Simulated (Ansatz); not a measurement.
**doublet AlH+ at 6 levels**

Aim: a comparison of 6 runs (UB3LYP/6-31G*, UBHLYP/def2-TZVPPD, UPBE-QIDH/def2-TZVPPD, USVWN5/def2-TZVPPD, RPA@PBE0/def2-TZVPPD, UCCSDT/def2-TZVPPD) of doublet AlH+. 

Program for the calculation: Ansatz 0.2.0.

33 further runs of the same task are left out: 33 set aside as unsound or not needed.

## Step 1: The system as given

The species is AlH+ (2 atoms), meant as a doublet with charge +1. SMILES of the parent species: `[AlH]`. Geometry: relaxed at PBE0-D4/def2-TZVP. That shape belongs to the parent species and isn't relaxed for this state.

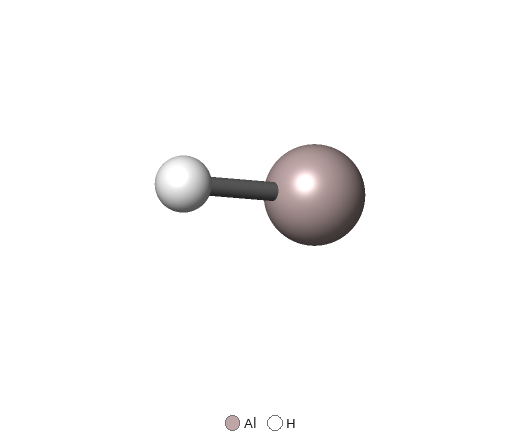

The structure, seen from a chosen angle (aluminium light grey, hydrogen white).

## Step 2: The energy at UB3LYP/6-31G(d) (spherical functions) (run 1)

input.yaml reads:

```yaml
crystal:
  periodic: [false, false, false]
  atoms:
    - {symbol: Al, position_ang: [-0.000000, 0.000000, -0.025640]}
    - {symbol: H, position_ang: [0.000000, -0.000000, 1.639110]}
basis:
  gaussian:
    orbitals: 6-31G_st_-spherical.json
total_charge: 1
magnetization:
  spin_polarized: true
  initial_magnetization: 1
hamiltonian:
  xc: {name: B3LYP}
accuracy: high
output: {orbitals: {seedname: orbitals}}
```

The basis set 6-31G* is read from a file made from the Basis Set Exchange's data (not shown).

Launch:

```console
$ ansatz run input.yaml --threads 1 --pin off --max-ram 3480MiB --events-out events.jsonl --progress --plain --runs-dir runs
```

What it wrote:

```text
Warning: RAYON_NUM_THREADS=1 ignored (pool sized by the plan → 1); use --threads N
Functional definition: B3LYP
  name "B3LYP"
  parameter a0 = 0.2
  parameter ax = 0.72
  parameter ac = 0.81
  exchange = (1 - a0 - ax)*slater_x + ax*b88_x + a0*exact_x
  correlation = (1 - ac)*vwn_rpa_c + ac*lyp_c
310 factors; integrals over basis functions are off by at most 3.6e-9 eV
mean field evaluation 1: about -6602.6438 eV, gradient 8.9e0 eV
mean field evaluation 2: about -6603.0854 eV, gradient 6.4e0 eV
mean field evaluation 4: about -6603.6357 eV, gradient 1.1e-1 eV
mean field evaluation 8: about -6603.6356 eV, gradient 1.5e-3 eV
mean field evaluation 16: about -6603.6356 eV, gradient 8.0e-8 eV
mean field -6603.63560309 eV, -242.6791323086 hartree, gradient 8.0e-8 eV, S^2 0.759352; 0 other end points of the search recorded, 0 dependent functions left out
reference -6603.63562960 eV, -242.6791332828 hartree; 7, 6 occupied and 13, 14 virtual orbitals, 310 factors
Total energy: -6603.63562960 eV, -242.6791332828 hartree
```

It took 0.74 s on 1 thread of Arm Neoverse V2, shared host; peak memory 0.096 GiB.

## Step 3: The energy at UBHLYP/def2-TZVPPD (run 2)

job.yaml reads:

```yaml
crystal:
  periodic: [false, false, false]
  atoms:
    - {symbol: Al, position_ang: [-0.000000, 0.000000, -0.025640]}
    - {symbol: H, position_ang: [0.000000, -0.000000, 1.639110]}
basis:
  gaussian: {orbitals: def2-TZVPPD.json}
magnetization: {spin_polarized: true, initial_magnetization: 1}
output: {orbitals: {seedname: orbitals}}
hamiltonian: {xc: {name: BHLYP}}
total_charge: 1
accuracy: high
```

The basis set def2-TZVPPD is read from a file made from the Basis Set Exchange's data (not shown).

Launch:

```console
$ ansatz run job.yaml --threads 1 --pin off --max-ram 3480MiB --events-out events.jsonl --progress --plain --runs-dir runs
```

What it wrote:

```text
Warning: RAYON_NUM_THREADS=1 ignored (pool sized by the plan → 1); use --threads N
Functional definition: BHLYP
  name "BHLYP"
  parameter a = 0.5
  exchange = (1 - a)*b88_x + a*exact_x
  correlation = lyp_c
816 factors; integrals over basis functions are off by at most 3.6e-9 eV
mean field evaluation 1: about -6603.0437 eV, gradient 8.7e0 eV
mean field evaluation 2: about -6603.7022 eV, gradient 3.6e0 eV
mean field evaluation 4: about -6603.7925 eV, gradient 2.3e-1 eV
mean field evaluation 8: about -6603.7929 eV, gradient 7.4e-3 eV
mean field evaluation 16: about -6603.7929 eV, gradient 2.0e-7 eV
mean field -6603.79286248 eV, -242.6849114846 hartree, gradient 1.4e-8 eV, S^2 0.766472; 0 other end points of the search recorded, 0 dependent functions left out
reference -6603.79288229 eV, -242.6849122124 hartree; 7, 6 occupied and 58, 59 virtual orbitals, 816 factors
Total energy: -6603.79288229 eV, -242.6849122124 hartree
```

Wall time 1.9 s (1 thread of Arm Neoverse V2, shared host); peak memory 0.14 GiB.

Run 3 isn't shown in full; the table further down has it.

## Step 4: A single-point energy at USVWN5/def2-TZVPPD (run 4)

input.yaml reads:

```yaml
crystal:
  periodic: [false, false, false]
  atoms:
    - {symbol: Al, position_ang: [-0.000000, 0.000000, -0.025640]}
    - {symbol: H, position_ang: [0.000000, -0.000000, 1.639110]}
basis:
  gaussian: {orbitals: def2-TZVPPD.json}
total_charge: 1
magnetization: {spin_polarized: true, initial_magnetization: 1}
hamiltonian: {xc: {name: SVWN5}}
accuracy: high
output: {orbitals: {seedname: orbitals}}
```

The basis set def2-TZVPPD is read from a file made from the Basis Set Exchange's data (not shown).

Launch:

```console
$ ansatz run input.yaml --threads 1 --pin off --max-ram 3480MiB --events-out events.jsonl --progress --plain --runs-dir runs
```

What it wrote:

```text
Warning: RAYON_NUM_THREADS=1 ignored (pool sized by the plan → 1); use --threads N
Functional definition: SVWN5
  name "SVWN5"
  exchange = slater_x
  correlation = vwn5_c
816 factors; integrals over basis functions are off by at most 3.6e-9 eV
mean field evaluation 1: about -6573.0664 eV, gradient 1.2e1 eV
mean field evaluation 2: about -6572.1209 eV, gradient 1.5e1 eV
mean field evaluation 4: about -6574.5716 eV, gradient 4.0e-1 eV
mean field evaluation 8: about -6574.5718 eV, gradient 2.8e-3 eV
mean field evaluation 16: about -6574.5718 eV, gradient 1.3e-7 eV
mean field -6574.57176104 eV, -241.6110558133 hartree, gradient 1.3e-8 eV, S^2 0.753373; 0 other end points of the search recorded, 0 dependent functions left out
reference -6574.57176442 eV, -241.6110559376 hartree; 7, 6 occupied and 58, 59 virtual orbitals, 816 factors
Total energy: -6574.57176442 eV, -241.6110559376 hartree
```

It took 0.93 s on 1 thread of Arm Neoverse V2, shared host; peak memory 0.12 GiB.

Run 5 isn't shown in full; the table further down has it.

## Step 5: The energy at UCCSDT/def2-TZVPPD (run 6)

job.yaml reads:

```yaml
crystal:
  periodic: [false, false, false]
  atoms:
    - {symbol: Al, position_ang: [-0.000000, 0.000000, -0.025640]}
    - {symbol: H, position_ang: [0.000000, -0.000000, 1.639110]}
basis:
  gaussian: {orbitals: def2-TZVPPD.json}
total_charge: 1
magnetization: {spin_polarized: true, initial_magnetization: 1}
correlation: {method: ccsdt, frozen_orbitals: {Al: 5, H: 0}}
accuracy: high
scf: {omitted_lower_state_checks: [cluster_reference, increment]}
```

The basis set def2-TZVPPD is read from a file made from the Basis Set Exchange's data (not shown).

Launch:

```console
$ ansatz run job.yaml --threads 1 --pin off --max-ram 3480MiB --events-out events.jsonl --progress --plain --runs-dir runs
```

What it wrote, shortened:

```text
Warning: RAYON_NUM_THREADS=1 ignored (pool sized by the plan → 1); use --threads N
Functional definition: HF
  name "HF"
[...]
816 factors; integrals over basis functions are off by at most 3.6e-9 eV
[...]
mean field -6590.36341896 eV, -242.1913885382 hartree, gradient 3.0e-8 eV, S^2 0.785336; 0 other end points of the search recorded, 0 dependent functions left out
5 core orbitals not correlated: weight in the atoms' cores, before any rotation towards them, 1.000 or more for the frozen orbitals, at most 0.000 for the correlated occupied ones
reference -6590.36341896 eV, -242.1913885382 hartree; 2, 1 occupied and 58, 59 virtual orbitals, 816 factors
second order -0.90105985 eV of doubles, -0.00000000 eV of singles
cycle   1  -1.10229732 eV  change   -2.0e-1 eV  update   4.9e-2
[...]
cycle  20  -1.28108313 eV  change   8.6e-11 eV  update  1.5e-10
Total energy: -6591.64450209 eV, -242.2384674748 hartree
Checks for a lower state left out: cluster_reference, increment
```

Wall time 13 s (1 thread of Arm Neoverse V2, shared host); peak memory 0.4 GiB.

## Step 6: The series

```csv
run,level,frozen core orbitals,energy (Eh),HOMO energy (eV),LUMO energy (eV),⟨S²⟩,wall time
1,UB3LYP/6-31G* (spherical functions),–,-242.679133,-13.94,-10.84,0.759,0.74 s
2,UBHLYP/def2-TZVPPD,–,-242.684912,-15.06,-9.61,0.766,1.9 s
3,UPBE-QIDH/def2-TZVPPD,5,-242.469241,-15.88,-8.44,0.773,2.1 s
4,USVWN5/def2-TZVPPD,–,-241.611056,-12.95,-11.56,0.753,0.93 s
5,RPA@PBE0/def2-TZVPPD,5,-242.275995,–,–,0.761,2.1 s
6,UCCSDT/def2-TZVPPD,5,-242.238467,–,–,0.785,13 s
```

## Step 7: Outcome

| quantity | value |
| --- | --- |
| run 6: total energy | -242.23847 Eh |
| run 6: correlation energy (5 core orbitals frozen) | -47.1 mEh |
| run 6: ⟨S²⟩ of the reference determinant | 0.785 |
| run 6: T1 diagnostic | 0.024 |

What this shows: Totals of different functionals can't be ranked against each other. All runs together took 21 s, the longest 13 s.
